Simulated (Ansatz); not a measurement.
**Run report: SiN$_{3}$H$_{7}$O, geometry relaxation**

- system: SiN$_{3}$H$_{7}$O, multiplicity 3, SMILES N[Si](N)(N)O
- method: UKS B3LYP5/ANO-RCC-VTZP (Ansatz 0.2.0)

The run did not end well. The geometry comes from this level: PBE0-D4/def2-TZVP.

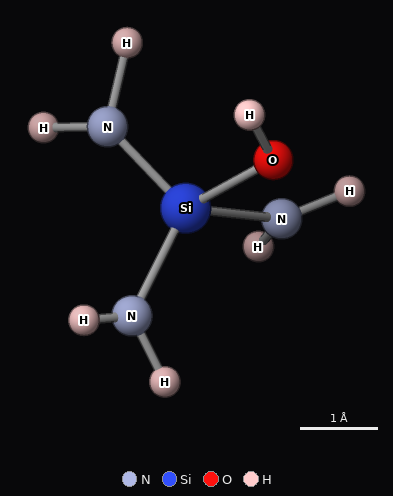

Fig. 1: The starting structure (ball-and-stick view, seen at an oblique angle).

## What the run reported

| quantity | value |
| --- | --- |
| outcome | not converged |
| hardware | 4 threads of Arm Neoverse V1, 23 GiB of memory available, shared host |
| wall time | 51 s (CPU time 3.2 min) |
| peak memory | 1.4 GiB |

## Diagnosis

A setting was made wrong on purpose: the optimiser is allowed too few steps. The run did not converge: “geometry relaxation did not converge after 2 steps: max|allowed force component| = 5.72e0 eV/Å (threshold 1.0e-3). Raise `relax.max_steps` over both its present limit and 2, loosen `relax.f_tol`, or start from a geometry closer to equilibrium …” Its last values are not results.

## Input file
```yaml
crystal:
  periodic: [false, false, false]
  atoms:
    - {symbol: N, position_ang: [-0.792625, 1.549745, -0.216245]}
    - {symbol: Si, position_ang: [-0.024765, 0.108106, 0.003759]}
    - {symbol: N, position_ang: [-0.831815, -1.061137, 1.084354]}
    - {symbol: N, position_ang: [0.618615, -0.291795, -1.267190]}
    - {symbol: O, position_ang: [1.329526, 0.188812, 1.063617]}
    - {symbol: H, position_ang: [-1.480036, 1.858702, 0.413201]}
    - {symbol: H, position_ang: [-0.609449, 2.078209, -0.745028]}
    - {symbol: H, position_ang: [-1.673282, -1.317098, 0.794703]}
    - {symbol: H, position_ang: [-0.532594, -1.608135, 1.818603]}
    - {symbol: H, position_ang: [0.057979, -0.528108, -2.146974]}
    - {symbol: H, position_ang: [1.391982, -1.116380, -1.335326]}
    - {symbol: H, position_ang: [2.323068, 0.538104, 0.713263]}
basis:
  gaussian: {orbitals: ANO-RCC-VTZP}
magnetization: {spin_polarized: true, initial_magnetization: 2}
hamiltonian: {xc: {name: B3LYP5}}
relax: {f_tol: 0.001, max_steps: 2}
```

Launch command:
```bash
ansatz run in.yaml --threads 4 --pin off --events-out ev --progress --plain --max-ram 10444MiB
```

## Output
```
Functional definition: B3LYP5
  name "B3LYP5"
  cite "Stephens, Devlin, Chabalowski & Frisch, J. Phys. Chem. 98, 11623 (1994) doi:10.1021/j100096a001"
  cite "Becke, Phys. Rev. A 38, 3098 (1988) doi:10.1103/PhysRevA.38.3098"
  cite "Lee, Yang & Parr, Phys. Rev. B 37, 785 (1988) doi:10.1103/PhysRevB.37.785"
  cite "Vosko, Wilk & Nusair, Can. J. Phys. 58, 1200 (1980) doi:10.1139/p80-159"
  parameter a0 = 0.2
  parameter ax = 0.72
  parameter ac = 0.81
  exchange = (1 - a0 - ax)*slater_x + ax*b88_x + a0*exact_x
  correlation = (1 - ac)*vwn5_c + ac*lyp_c
1688 factors; their error is unknown
mean field evaluation 1: about -14499.2898 eV, gradient 8.0e1 eV
mean field evaluation 2: about -14449.8823 eV, gradient 1.2e2 eV
mean field evaluation 4: about -14517.4570 eV, gradient 3.2e1 eV
mean field evaluation 8: about -14522.6147 eV, gradient 1.3e0 eV
mean field evaluation 16: about -14522.6855 eV, gradient 2.3e-1 eV
mean field evaluation 32: about -14522.6857 eV, gradient 2.4e-4 eV
mean field evaluation 64: about -14522.6638 eV, gradient 1.6e0 eV
mean field -14522.68567528 eV, -533.6988547368 hartree, gradient 1.3e-5 eV, S^2 2.007120; 9 other end points of the search recorded, 0 dependent functions left out
the calculation of the forces begins
reference -14522.68593217 eV, -533.6988641772 hartree; 26, 24 occupied and 226, 228 virtual orbitals, 1688 factors
relax step   1: F+E_penalty+E_count = -14522.68567528 eV  Δ(F+E_penalty+E_count) = +0.000e0 eV  max|allowed force component| = 1.723e1 eV/Å  Δτ_max = 0.0000 Å  (189 SCF iters, accepted)
these checks for a lower state are left out or cut short: starts, cluster_reference, orbital_swaps, neighbouring_geometries, increment
1688 factors; their error is unknown
mean field -14527.05777511 eV, -533.8595264418 hartree, gradient 2.8e-5 eV, S^2 2.006946; 0 other end points of the search recorded, 0 dependent functions left out
the calculation of the forces begins
reference -14527.05803500 eV, -533.8595359925 hartree; 26, 24 occupied and 226, 228 virtual orbitals, 1688 factors
relax step   2: F+E_penalty+E_count = -14527.05777511 eV  Δ(F+E_penalty+E_count) = -4.372e0 eV  max|allowed force component| = 5.721e0 eV/Å  Δτ_max = 0.1871 Å  (59 SCF iters, accepted)
```

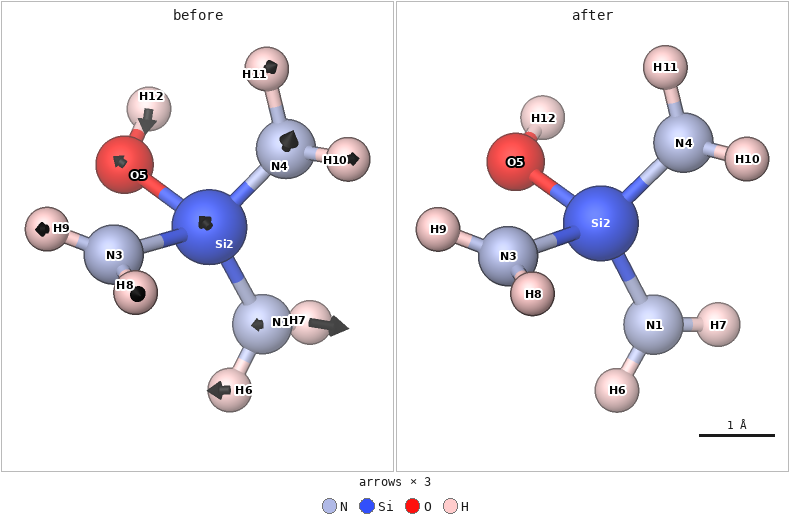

Fig. 2: Before (left) and after (right) the relaxation, at one scale (ball-and-stick view, seen at a tilt). The black arrows give the displacements, magnified 3 times. The relaxation stopped without meeting its thresholds, so the last structure isn't shown to be converged. H7 moves most after the best rigid fit: 0.19 Å. By element the largest moves are H 0.19 Å, N 0.12 Å, Si 0.08 Å, O 0.07 Å. Among the contacts that change: N1–H7 0.770 → 0.999 Å, Si2–N4 1.480 → 1.579 Å, O5–H12 1.110 → 1.019 Å, N3–H8 0.926 → 1.003 Å. Among the angles that change: H10–N4–H11 98.5° → 105.2°, N1–Si2–N3 116.3° → 111.8°, Si2–O5–H12 121.6° → 117.4°. After 1 geometry step the energy has fallen by 100.8 kcal/mol. The largest force component goes from 17 to 5.7 eV/Å. (Atoms are counted from 1 in the order of the input.)

```
Error: geometry relaxation did not converge after 2 steps: max|allowed force component| = 5.72e0 eV/Å (threshold 1.0e-3). Raise `relax.max_steps` over both its present limit and 2, loosen `relax.f_tol`, or start from a geometry closer to equilibrium. Where this run's directory can be resumed (`checkpoint.write`), a resume goes on for up to `relax.max_steps` more
```

## Trajectory as extended XYZ (Å, eV, eV/Å), 2 frames, from step=1 to step=2
```
12
Properties=species:S:1:pos:R:3:forces:R:3 step=1 energy=-14522.68568
N    -0.7926    1.5497   -0.2162   -6.4039 -15.8953  16.5918
Si   -0.0248    0.1081    0.0038   -0.8360   3.1364  10.7706
N    -0.8318   -1.0611    1.0844    2.7008   3.1832  -1.0866
N     0.6186   -0.2918   -1.2672    5.2444  -7.4283 -12.7038
O     1.3295    0.1888    1.0636    2.8809   1.0292  -1.0372
H    -1.4800    1.8587    0.4132   -0.8787   0.4792   0.9498
H    -0.6094    2.0782   -0.7450    5.8415  16.5957 -17.2308
H    -1.6733   -1.3171    0.7947   -5.1121  -1.8275  -1.6862
H    -0.5326   -1.6081    1.8186    1.5277  -1.4415   2.3817
H     0.0580   -0.5281   -2.1470    0.8151   1.0000   1.3128
H     1.3920   -1.1164   -1.3353   -1.7389   2.3308   0.6349
H     2.3231    0.5381    0.7133   -4.0408  -1.1618   1.1030
12
Properties=species:S:1:pos:R:3:forces:R:3 step=2 energy=-14527.05777
N    -0.7994    1.5273   -0.1683   -0.6275  -0.0899   0.4786
Si    0.0423    0.1007    0.0425    0.9929   2.0885   5.2622
N    -0.8419   -1.0426    1.1002   -0.0837   0.5837  -0.8441
N     0.6447   -0.3860   -1.3340    1.8977  -3.6445  -5.7207
O     1.3729    0.1653    1.1061    0.9946   0.7400  -1.1591
H    -1.4574    1.8512    0.5186   -0.1208   0.2382   0.1408
H    -0.6222    2.1892   -0.8951    0.0078   0.2318  -0.5106
H    -1.7303   -1.3629    0.7611   -1.1844  -0.5313  -0.3145
H    -0.5107   -1.5947    1.8779    0.6221  -0.3732   0.8288
H     0.0664   -0.4978   -2.1930    0.4446   0.4060   0.7616
H     1.3826   -1.1461   -1.3946   -0.9437   1.2004   0.3686
H     2.2296    0.5954    0.7594   -1.9996  -0.8496   0.7083
```
